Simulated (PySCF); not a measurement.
**SiO2 (silicon dioxide molecule) at B2PLYP/STO-3G**

Aim: the vertical ionisation energy of SiO2 (silicon dioxide molecule) at B2PLYP/STO-3G, from 2 runs. 

Program for the calculation: PySCF 2.14.0.

7 further runs of the same task are left out: 7 set aside as unsound or not needed.

**1. The system as given**

SiO2 has 3 atoms, charge 0, and is taken as a singlet. SMILES: `O=[Si]=O`. The coordinates come from a PBE0-D4/def2-TZVP relaxation.

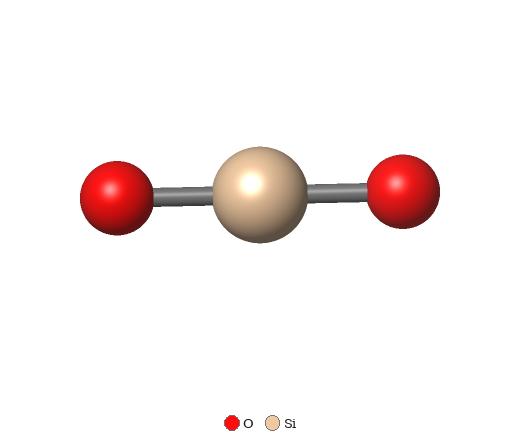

The structure, seen from a chosen angle (oxygen red, silicon light orange).

**2. The energy at B2PLYP/STO-3G**

input.py reads:

```python
from pyscf import gto, dft, mp

molecule = gto.M(
    atom=[
    ('O', (0.697730, 1.229600, 0.518760)),
    ('Si', (-0.000010, 0.000000, -0.000000)),
    ('O', (-0.697730, -1.229610, -0.518760)),
],
    verbose=4,
    max_memory=1860,
    basis='sto-3g',
)

mf = dft.RKS(molecule, xc='0.53*HF + 0.47*B88, 0.73*LYP')
mf.conv_tol = 1e-10
mf.grids.level = 5
mf.kernel()
if not mf.converged:
    mf = mf.newton().run(mf.mo_coeff, mf.mo_occ)

pt = mp.MP2(mf, frozen=7).run()
e_tot = mf.e_tot + 0.27 * pt.e_corr
print('PT2 part  %.8f' % (0.27 * pt.e_corr))
print(f'total energy: {e_tot:.8f} hartree')
```

Launch:

```console
$ OMP_NUM_THREADS=1 python input.py
```

Standard output:

```text
PySCF version 2.14.0

[INPUT] num. atoms = 3
[INPUT] num. electrons = 30
[INPUT] charge = 0
[INPUT] spin (= nelec alpha-beta = 2S) = 0
[INPUT] symmetry False subgroup None
[INPUT] Mole.unit = angstrom
[INPUT] Symbol           X                Y                Z      unit          X                Y                Z       unit  Magmom
[INPUT]  1 O      0.697730000000   1.229600000000   0.518760000000 AA    1.318518608893   2.323607242765   0.980314324379 Bohr   0.0
[INPUT]  2 Si    -0.000010000000   0.000000000000   0.000000000000 AA   -0.000018897261   0.000000000000   0.000000000000 Bohr   0.0
[INPUT]  3 O     -0.697730000000  -1.229610000000  -0.518760000000 AA   -1.318518608893  -2.323626140026  -0.980314324379 Bohr   0.0

nuclear repulsion = 89.9564389905779
number of shells = 11
number of NR pGTOs = 57
number of NR cGTOs = 19
basis = sto-3g
ecp = {}

******** <class 'pyscf.dft.rks.RKS'> ********
method = RKS
initial guess = minao
damping factor = 0
level_shift factor = 0
DIIS = <class 'pyscf.scf.diis.CDIIS'>
diis_start_cycle = 1
diis_space = 8
diis_damp = 0
SCF conv_tol = 1e-10
SCF conv_tol_grad = None
SCF max_cycles = 50
direct_scf = True
direct_scf_tol = 1e-13
XC library pyscf.dft.libxc version 7.0.0
    S. Lehtola, C. Steigemann, M. J.T. Oliveira, and M. A.L. Marques.,  SoftwareX 7, 1–5 (2018)
XC functionals = 0.53*HF + 0.47*B88, 0.73*LYP
    A. D. Becke.,  Phys. Rev. A 38, 3098 (1988)
    C. Lee, W. Yang, and R. G. Parr.,  Phys. Rev. B 37, 785 (1988)
    B. Miehlich, A. Savin, H. Stoll, and H. Preuss.,  Chem. Phys. Lett. 157, 200 (1989)
radial grids:
    Treutler-Ahlrichs [JCP 102, 346 (1995); DOI:10.1063/1.469408] (M4) radial grids

becke partition: Becke, JCP 88, 2547 (1988); DOI:10.1063/1.454033
pruning grids: <function nwchem_prune>
grids dens level: 5
symmetrized grids: False
atomic radii adjust function: <function treutler_atomic_radii_adjust>
small_rho_cutoff = 0
Set gradient conv threshold to 1e-05
Initial guess from minao.
tot grids = 129512
init E= -434.134390552842
  HOMO = -0.416511110564939  LUMO = -0.0607935942687013  gap/eV = 9.67957
cycle= 1 E= -433.639825768392  delta_E= 0.495  |g|= 0.904  |ddm|= 2.79
  HOMO = -6.68997104105802e-05  LUMO = 0.23339285664199  gap/eV = 6.35276
cycle= 2 E= -433.435686175204  delta_E= 0.204  |g|= 1.22  |ddm|= 3.08
  HOMO = -0.189403261311598  LUMO = 0.1696650147242  gap/eV = 9.77075
cycle= 3 E= -433.993946843714  delta_E= -0.558  |g|= 0.00826  |ddm|= 1.71
  HOMO = -0.198581413368594  LUMO = 0.172657372040769  gap/eV = 10.10192
cycle= 4 E= -433.993987554675  delta_E= -4.07e-05  |g|= 0.00193  |ddm|= 0.0189
  HOMO = -0.198520885328062  LUMO = 0.172841455682735  gap/eV = 10.10528
cycle= 5 E= -433.993990523166  delta_E= -2.97e-06  |g|= 0.000665  |ddm|= 0.00657
  HOMO = -0.198398651488371  LUMO = 0.172910186563727  gap/eV = 10.10383
cycle= 6 E= -433.993990746372  delta_E= -2.23e-07  |g|= 0.000104  |ddm|= 0.00191
  HOMO = -0.198397013516473  LUMO = 0.172909911840531  gap/eV = 10.10378
cycle= 7 E= -433.99399074664  delta_E= -2.68e-10  |g|= 0.000106  |ddm|= 0.000251
  HOMO = -0.198396523490633  LUMO = 0.172909029480579  gap/eV = 10.10374
cycle= 8 E= -433.993990750346  delta_E= -3.71e-09  |g|= 4.51e-06  |ddm|= 0.000138
  HOMO = -0.198396992042746  LUMO = 0.172908628753938  gap/eV = 10.10374
cycle= 9 E= -433.993990750352  delta_E= -6.59e-12  |g|= 3.38e-07  |ddm|= 5.54e-06
  HOMO = -0.198397115465758  LUMO = 0.17290861365295  gap/eV = 10.10374
Extra cycle  E= -433.993990750352  delta_E= -3.41e-13  |g|= 3.86e-07  |ddm|= 9.78e-07
converged SCF energy = -433.993990750352

******** <class 'pyscf.mp.mp2.RMP2'> ********
nocc = 8, nmo = 12
frozen orbitals 7
E(RMP2) = -434.333020081816  E_corr = -0.339029331463736
E(SCS-RMP2) = -434.31389704706  E_corr = -0.319906296707519
E_corr(same-spin) = -0.10030257813342
E_corr(oppo-spin) = -0.238726753330316
PT2 part  -0.09153792
total energy: -434.08552867 hartree
```

Wall time 2.5 s (1 thread of Arm Neoverse V1, shared host); peak memory 0.19 GiB.

**3. The doublet cation at the same level**

job.py reads:

```python
from pyscf import gto, dft, mp

molecule = gto.Mole()
molecule.atom = '''
O    0.697730   1.229600   0.518760
Si  -0.000010   0.000000   0.000000
O   -0.697730  -1.229610  -0.518760
'''
molecule.max_memory = 1860
molecule.verbose = 3
molecule.charge = 1
molecule.basis = 'sto-3g'
molecule.spin = 1
molecule.build()

mf = dft.UKS(molecule, xc='0.53*HF + 0.47*B88, 0.73*LYP')
mf.conv_tol = 1e-10
mf.grids.level = 5
mf.kernel()
if not mf.converged:
    mf = mf.newton().run(mf.mo_coeff, mf.mo_occ)

pt = mp.MP2(mf, frozen=7).run()
etot = mf.e_tot + 0.27 * pt.e_corr
print('PT2 part  %.8f' % (0.27 * pt.e_corr))
print('E(%s) = %.9f' % ('B2PLYP', etot))
```

Launch:

```console
$ OMP_NUM_THREADS=1 python job.py
```

Standard output:

```text
WARN: HOMO -0.416511110564938 >= LUMO -0.416511110564939

converged SCF energy = -433.745966277045  <S^2> = 0.95260142  2S+1 = 2.1932637
E(UMP2) = -433.980446004863  E_corr = -0.234479727818075
E(SCS-UMP2) = -433.964588555206  E_corr = -0.218622278161347
PT2 part  -0.06330953
E(B2PLYP) = -433.809275804
```

Run time: 4.5 s. Hardware: 1 thread of Arm Neoverse V1, shared host; peak memory 0.2 GiB.

**4. What came out**

Level: B2PLYP/STO-3G, 7 core orbitals frozen.

```
                                                                quantity          value
                                              singlet SiO2: total energy  -434.08553 Eh
                                  singlet SiO2: dipole moment (SCF part)         0.00 D
                         singlet SiO2: HOMO energy (SCF part's orbitals)       -5.40 eV
                         singlet SiO2: LUMO energy (SCF part's orbitals)        4.71 eV
                       singlet SiO2: HOMO–LUMO gap (SCF part's orbitals)       10.10 eV
                                            doublet cation: total energy  -433.80928 Eh
doublet cation: HOMO energy (SCF part's orbitals) (highest over α and β)      -16.12 eV
 doublet cation: LUMO energy (SCF part's orbitals) (lowest over α and β)       -8.14 eV
                                                    doublet cation: ⟨S²⟩          0.953
                      vertical ionisation energy (to the doublet cation)       7.517 eV
```

**Reading.** The vertical ionisation energy comes to 7.52 eV (725 kJ/mol). −ε(HOMO) before ionisation, 5.40 eV, is 2.12 eV below this ionisation energy. In a minimal basis such a difference can be off by several eV, whatever the method. ⟨S²⟩ (doublet cation) is 0.95 where a pure doublet has 0.75: the reference is spin-contaminated. Mulliken charges (doublet cation) run from -0.12 on O1 to +1.24 on Si2; they depend strongly on the basis.
